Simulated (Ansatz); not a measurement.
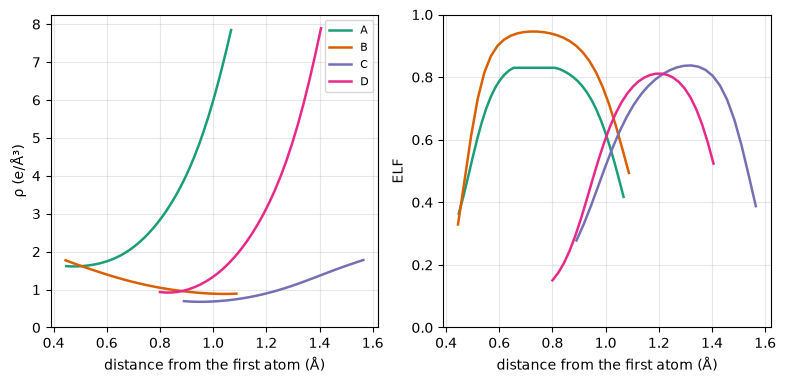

Figure. CH$_{2}$ClF$_{3}$Ge. Total electron density and ELF along straight lines between neighbouring atoms. The curves leave out the atomic cores.

Geometry: B3LYP/6-31G*.

Level of theory: isolated molecule in a Gaussian basis; Kohn-Sham density functional theory, functional PBE0 (Ansatz).

Input file:

```
crystal:
  periodic: [false, false, false]
  atoms:
    - symbol: C
      position_ang: [-0.103734, 1.305541, 0.910595]
    - symbol: Cl
      position_ang: [-2.372257, -0.578786, 2.617642]
    - symbol: F
      position_ang: [0.458740, -1.621633, 1.691257]
    - symbol: F
      position_ang: [0.910351, 1.308004, -0.021491]
    - symbol: F
      position_ang: [-1.380095, -1.220002, -0.308833]
    - symbol: Ge
      position_ang: [-0.779340, -0.535518, 1.161954]
    - symbol: H
      position_ang: [0.266424, 1.670534, 1.874427]
    - symbol: H
      position_ang: [-0.933885, 1.932871, 0.569222]
basis:
  gaussian:
    orbitals: def2-SVPD
hamiltonian:
  xc: {name: PBE0}
output: {forces: true, orbitals: {seedname: orbitals}}
```

Command:

```sh
ansatz run input.yaml --threads 2 --pin off --max-ram 4350MiB --events-out events.jsonl --progress --plain --runs-dir runs
```

Which curve belongs to which contact (C–F, C–Ge, Ge–Cl and Ge–F)? The first atom named is at distance zero.

Curve A: C–F (1.38 Å): the density is about 2.1 e/Å³ at the midpoint, with its minimum of 1.6 e/Å³ about 0.5 Å from C; the ELF peaks at about 0.85 between the atoms (a shared but strongly polarised pair). Curve B: C–Ge (1.98 Å): ρ at the midpoint is about 0.9 e/Å³; the ELF peaks at about 0.95 in the valence shell of C, 0.7 Å from its nucleus, and is about 0.75 at the midpoint. Curve C: Ge–Cl (2.16 Å): the density is about 0.74 e/Å³ at the midpoint; the ELF peaks at about 0.85 in the valence shell of Cl, 0.8 Å from its nucleus, and is about 0.65 at the midpoint. Curve D: Ge–F (1.73 Å): ρ is about 0.94 e/Å³ halfway; the ELF peaks at about 0.80 in the valence shell of F, 0.5 Å from its nucleus, and is about 0.25 at the midpoint.
